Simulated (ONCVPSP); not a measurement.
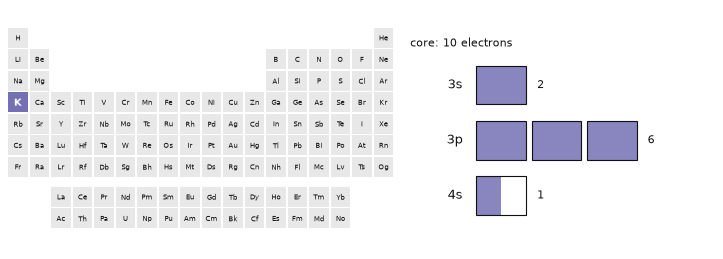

Fig. 1: Left, the place of potassium in the periodic table; right, the valence shells of the reference configuration: a box for each of the 2l + 1 orbitals, shaded by the share of the shell that is filled, with the electron count at the right.

Pseudopotential generation for K

System: potassium (K, Z = 19), core [Ne], reference valence 3s2 3p6 4s1, valence charge 9.
Method: ONCV potential, LDA (Perdew-Zunger), scalar-relativistic, made with ONCVPSP 4.0.1.

### The input
```
# ATOM AND REFERENCE CONFIGURATION
# atsym  z   nc   nv     iexc    psfile
  K 19.00    3    3        3      upf
#
#   n    l    f
    1    0    2.00
    2    0    2.00
    2    1    6.00
    3    0    2.00
    3    1    6.00
    4    0    1.00
#
# PSEUDOPOTENTIAL AND OPTIMIZATION
# lmax
    2
#
#   l,   rc,      ep,       ncon, nbas, qcut
    0    2.35    0.00    3    6    5.10
    1    2.10    0.00    3    6    5.40
    2    1.85    0.05    4    7    4.50
#
# LOCAL POTENTIAL
# lloc, lpopt,  rc(5),   dvloc0
    4    5    1.40    6.00
#
# VANDERBILT-KLEINMAN-BYLANDER PROJECTORs
# l, nproj, debl
    0    2    2.60
    1    2    2.50
    2    2    1.90
#
# MODEL CORE CHARGE
# icmod, fcfact, rcfact
    3    4.50    1.15
#
# LOG DERIVATIVE ANALYSIS
# epsh1, epsh2, depsh
   -3.00    5.00    0.02
#
# OUTPUT GRID
# rlmax, drl
    6.00    0.01
#
# TEST CONFIGURATIONS
# ncnf
    4
# nvcnf
#   n    l    f
    3
    3    0    2.00
    3    1    6.00
    4    0    0.00
#
    3
    3    0    2.00
    3    1    6.00
    4    0    0.50
#
    4
    3    0    2.00
    3    1    6.00
    4    0    0.00
    4    1    1.00
#
    3
    3    0    2.00
    3    1    5.00
    4    0    1.00
#
```

Command:
```bash
oncvpsp.x < K.dat > K.out
```

### Log (extracts)
```
ONCVPSP  (Optimized Norm-Conservinng Vanderbilt PSeudopotential)
scalar-relativistic version 4.0.1

#   n    l    f        energy (Ha)
    1    0    2.00    -1.2904732E+02
    2    0    2.00    -1.2945353E+01
    2    1    6.00    -1.0290964E+01
    3    0    2.00    -1.2926818E+00
    3    1    6.00    -6.9215832E-01
    4    0    1.00    -8.9310645E-02

Reference configufation results
  iterations    25
  all-electron total energy (Ha)   -6.00556304D+02

Begin loop to  construct optimized pseudo wave functions
and semi-local pseudopoentials for all angular momenta

Calculating optimized projector #   1

 for l=   0

    Fraction of norm inside rc  0.968894
    Optimizing pswf for qcut=   5.11 a_B^-1,  ecut=  13.03 Ha
    Residual kinetic energy error=  4.02D-07 Ha

    Energy error per electron        Cutoff
         Ha          eV             Ha
         0.01000     0.27211        3.37
         0.00100     0.02721        4.65
         0.00010     0.00272        5.80
         0.00001     0.00027        9.63

Calculating optimized projector #   2

 for l=   0

    Fraction of norm inside rc  0.049413
    Optimizing pswf for qcut=   5.11 a_B^-1,  ecut=  13.03 Ha
    Residual kinetic energy error=  3.24D-07 Ha

    Energy error per electron        Cutoff
         Ha          eV             Ha
         0.01000     0.27211        2.15
         0.00100     0.02721        3.45
         0.00010     0.00272        5.67
         0.00001     0.00027       10.02

   Wellstate for l =  1  n =  5
     eigenvalue =   1.8078
     asymptotic potential =   2.3078
     half-point radius =  3.7072

Calculating optimized projector #   1

 for l=   1

    Fraction of norm inside rc  0.865714
    Optimizing pswf for qcut=   5.40 a_B^-1,  ecut=  14.58 Ha
    Residual kinetic energy error=  8.59D-06 Ha

    Energy error per electron        Cutoff
         Ha          eV             Ha
         0.01000     0.27211        8.15
         0.00100     0.02721       10.61
         0.00010     0.00272       12.68
         0.00001     0.00027       14.71

Calculating optimized projector #   2

 for l=   1

    Fraction of norm inside rc  0.191243
    Optimizing pswf for qcut=   5.40 a_B^-1,  ecut=  14.58 Ha
    Residual kinetic energy error=  6.08D-05 Ha

    Energy error per electron        Cutoff
         Ha          eV             Ha
         0.01000     0.27211        9.00
         0.00100     0.02721       11.99
         0.00010     0.00272       14.16
         0.00001     0.00027       20.59

   Wellstate for l =  2  n =  3
     eigenvalue =   0.0500
     asymptotic potential =   0.5500
     half-point radius =  9.6979

   Wellstate for l =  2  n =  5
     eigenvalue =   1.9500
     asymptotic potential =   2.4500
     half-point radius =  3.9794

Calculating optimized projector #   1

 for l=   2

    Fraction of norm inside rc  0.220242
    Optimizing pswf for qcut=   4.50 a_B^-1,  ecut=  10.11 Ha
    Residual kinetic energy error=  1.73D-02 Ha

    Energy error per electron        Cutoff
         Ha          eV             Ha
         0.01000     0.27211       11.61
         0.00100     0.02721       42.48
         0.00010     0.00272       51.49
         0.00001     0.00027       69.11

Calculating optimized projector #   2

 for l=   2

    Fraction of norm inside rc  0.138249
    Optimizing pswf for qcut=   4.50 a_B^-1,  ecut=  10.11 Ha
    Residual kinetic energy error=  1.54D-01 Ha

    Energy error per electron        Cutoff
         Ha          eV             Ha
         0.01000     0.27211       16.85
         0.00100     0.02721       40.27
         0.00010     0.00272       59.00
         0.00001     0.00027       66.48

Construct Vanderbilt / Kleinmman-Bylander projectors

B matrix Hermiticity error, ll=   0
   1   2    4.0623E-05

  Orthonormal projector coefficients -1.5952E+00  5.2678E-01

B matrix Hermiticity error, ll=   1
   1   2   -1.4886E-04

  Orthonormal projector coefficients -2.9562E+00 -7.0661E-01

B matrix Hermiticity error, ll=   2
   1   2   -4.7054E-05

  Orthonormal projector coefficients -6.6764E+00 -3.0639E+00

Model core correction analysis
  based on d2Exc/dn_idn_j

d2excae - all-electron derivatives

   -3.555329D-02   -3.167704D-02   -1.940765D-03
   -3.167752D-02   -2.970839D-02   -3.134136D-03
   -1.940448D-03   -3.132351D-03   -3.551843D-02

d2excps - pseudofunction derivatives with no core correction

   -4.433489D-02   -3.430970D-02   -2.504527D-03
   -3.431127D-02   -3.258485D-02   -3.241206D-03
   -2.504472D-03   -3.239437D-03   -3.555131D-02

rms 2nd derivative error    3.331965E-03

rmatch, rhocmatch    0.6745    7.0797

Teter function model core charge with specified parameters

d2excps - pseudofunction derivatives with core correction

   -3.743155D-02   -3.213145D-02   -2.110298D-03
   -3.213213D-02   -3.164697D-02   -3.121765D-03
   -2.109998D-03   -3.119985D-03   -3.552867D-02

rms 2nd derivative error    9.283788E-04

Pseudoatom total energy  -28.507288

Diagnostic tests using Vanderbilt-Kleinman-Bylander pseudopotentials
  1 or more projectors used as specified by nproj input data

   l    rcore       rmatch      e in        delta e   norm test  slope test

   0   2.3548739   2.4263730  -1.2926818   0.0000011   1.0000837   1.0000765
   0   2.3548739   2.4263730  -0.0893106   0.0000010   1.0000202   1.0000042

   1   2.1018708   2.1656882  -0.6921583  -0.0000121   1.0000458   1.0000380
   1   2.1018708   2.1656882   1.8078417   0.0000192   1.0000825   1.0000825

   2   1.8537383   1.9100218   0.0500000   0.0000016   1.0000409   1.0000409
   2   1.8537383   1.9100218   1.9500000   0.0000183   1.0001073   1.0001073

 Testing for bound ghosts
   n   l    E NL Schr. Eq   E Basis Diag.   E Cutoff

   1   0       -1.292681       -1.291758     23.22
   2   0       -0.089310       -0.050831     23.22

   2   1       -0.692170       -0.691939     35.14

 Testing for highly-localized positive-energy ghosts
       l    <radius>/rc     E Basis Diag.   E Cutoff

Test configuration 0

   n   l     f        eae           eps        diff
   1   0  2.0000 -129.04731594
   2   0  2.0000  -12.94535315
   2   1  6.0000  -10.29096401
   3   0  2.0000   -1.29268179   -1.29268066    1.13D-06
   3   1  6.0000   -0.69215832   -0.69217038   -1.21D-05
   4   0  1.0000   -0.08931065   -0.08930966    9.86D-07

    Total energies and differences
      AE_ref= -6.00556304D+02  AE_tst= -6.00556304D+02  dif=  0.00D+00
      PS_ref= -2.85072883D+01  PS_tst= -2.85072883D+01  dif=  2.17D-13
      PSP excitation error= -2.17D-13

Test configuration 1

   n   l     f        eae           eps        diff
   1   0  2.0000 -129.27623333
   2   0  2.0000  -13.17400221
   2   1  6.0000  -10.51958156
   3   0  2.0000   -1.51981584   -1.52029614   -4.80D-04
   3   1  6.0000   -0.91765296   -0.91779750   -1.45D-04

    Total energies and differences
      AE_ref= -6.00556304D+02  AE_tst= -6.00394365D+02  dif=  1.62D-01
      PS_ref= -2.85072883D+01  PS_tst= -2.83453394D+01  dif=  1.62D-01
      PSP excitation error= -9.46D-06

Test configuration 2

   n   l     f        eae           eps        diff
   1   0  2.0000 -129.15388624
   2   0  2.0000  -13.05180314
   2   1  6.0000  -10.39740558
   3   0  2.0000   -1.39850867   -1.39868208   -1.73D-04
   3   1  6.0000   -0.79740811   -0.79746073   -5.26D-05
   4   0  0.5000   -0.16278276   -0.16278729   -4.53D-06

    Total energies and differences
      AE_ref= -6.00556304D+02  AE_tst= -6.00493471D+02  dif=  6.28D-02
      PS_ref= -2.85072883D+01  PS_tst= -2.84444536D+01  dif=  6.28D-02
      PSP excitation error= -1.66D-06

Test configuration 3

   n   l     f        eae           eps        diff
   1   0  2.0000 -129.10268159
   2   0  2.0000  -13.00092963
   2   1  6.0000  -10.34644857
   3   0  2.0000   -1.34796096   -1.34839280   -4.32D-04
   3   1  6.0000   -0.74652509   -0.74668728   -1.62D-04
   4   1  1.0000   -0.05183224   -0.05183210    1.34D-07

    Total energies and differences
      AE_ref= -6.00556304D+02  AE_tst= -6.00496388D+02  dif=  5.99D-02
      PS_ref= -2.85072883D+01  PS_tst= -2.84473643D+01  dif=  5.99D-02
      PSP excitation error= -7.76D-06

Test configuration 4

   n   l     f        eae           eps        diff
   1   0  2.0000 -129.62762826
   2   0  2.0000  -13.50548743
   2   1  6.0000  -10.85380056
   3   0  2.0000   -1.77452434   -1.77680851   -2.28D-03
   3   1  5.0000   -1.15578037   -1.15300732    2.77D-03
   4   0  1.0000   -0.32335018   -0.32344816   -9.80D-05

    Total energies and differences
      AE_ref= -6.00556304D+02  AE_tst= -5.99638951D+02  dif=  9.17D-01
      PS_ref= -2.85072883D+01  PS_tst= -2.75910120D+01  dif=  9.16D-01
      PSP excitation error=  1.08D-03
```

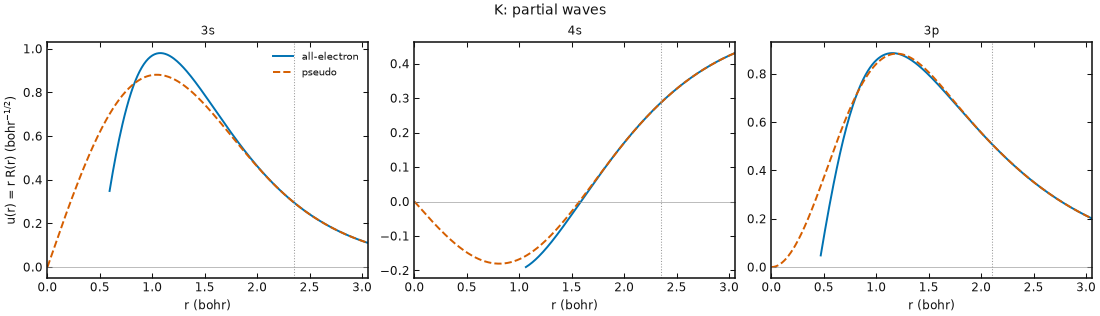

Fig. 2: Partial waves u(r) = r R(r), all-electron (solid) and pseudo (dashed). Dotted lines mark the matching radii. The innermost oscillations of some all-electron curves aren't drawn. Pseudo-waves: 3s has no node; 4s has a node at about 1.6 bohr; 3p has no node. A node in 4s is expected, since a lower shell of the same l is also in the valence and the two must stay orthogonal.

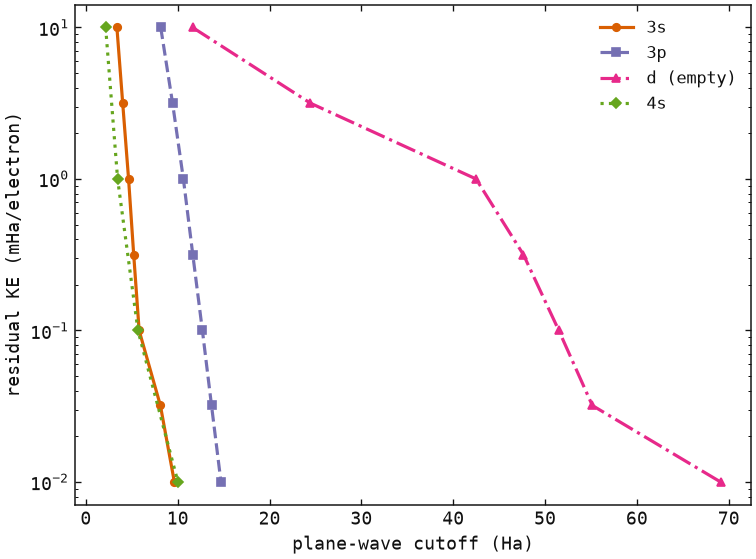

Fig. 3: Residual kinetic energy of the pseudo-waves (the first of each channel, and further valence shells) beyond the plane-wave cutoff, as the generator prints it.

- Cutoffs for 1 mHa per electron: d (empty): 42 Ha; 3p: 11 Ha; 3s: 4.6 Ha; 4s: 3.5 Ha.
- Hardest wave at 1 mHa per electron: d (empty), with rc = 1.85 bohr and qcut = 4.5 1/bohr. The optimisation minimises, but can't always remove, the kinetic energy above qcut²/2 = 10.1 Ha, and a larger rc would as a rule soften the wave at some cost in transferability.
- Cutoffs for the occupied states: 11 Ha for 1 mHa and 13 Ha for 0.1 mHa per electron. The first is set by 3p.

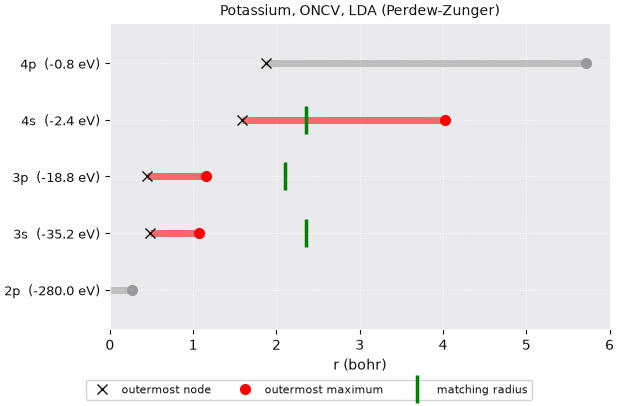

Fig. 4: Outer shells of the all-electron reference atom: each bar runs from the outermost node (or the nucleus) to the outermost maximum of u(r); the tick is the radius chosen for the pseudo-wave. Shells without a tick have no pseudo-wave of their own. Levels, nodes and maxima are from ld1.x, scalar-relativistic.

- Radii against the shells: 3s: 2.35 bohr, outside the maximum; 3p: 2.10 bohr, outside the maximum; 4s: 2.35 bohr, between node and maximum.

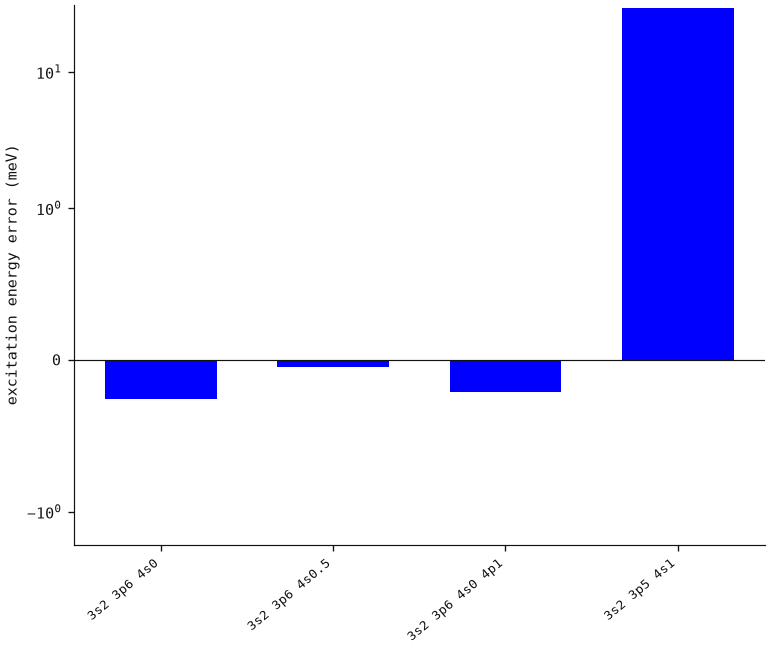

Fig. 5: Errors, all-electron minus pseudo, of the energies of valence configurations relative to the unpolarised reference 3s2 3p6 4s1.

- Worst configuration: 3s2 3p5 4s1 (charge +1): the error is +29 meV on an all-electron energy of +24.96 eV relative to the reference, or 0.12 %.
- Errors in meV: 3s2 3p6 4s0: -0.3; 3s2 3p6 4s0.5: 0.0; 3s2 3p6 4s0 4p1: -0.2; 3s2 3p5 4s1: +29.
- Configurations within 10 meV and within 50 meV: 3 and 4 of 4.

### Key numbers

- outcome: generated
- cutoffs needed: 11 Ha and 13 Ha (the cutoffs at which the residual kinetic energy of the hardest occupied pseudo-wave falls to 1 and 0.1 mHa per electron); the channels without a valence shell are harder: d needs 42 Ha for 1 mHa
- ghost test: no bound ghost flagged; no localised positive-energy state flagged
- largest excitation error: +29 meV (all-electron minus pseudo) for 3s2 3p5 4s1, out of 4 test configurations
- rms error of d²Exc/dni dnj: 3.33 mHa without and 0.93 mHa with the model core
- range over which the phases arctan(r R′/R) at the test radius agree within 0.05 rad (a looser test near the poles than one of phase shifts): s: up to about 3.4 Ha; p: over the whole range computed; d: over the whole range computed; f: not judged, local potential alone
- hardware: 1 CPU thread, shared host
- wall time: 3.8 s
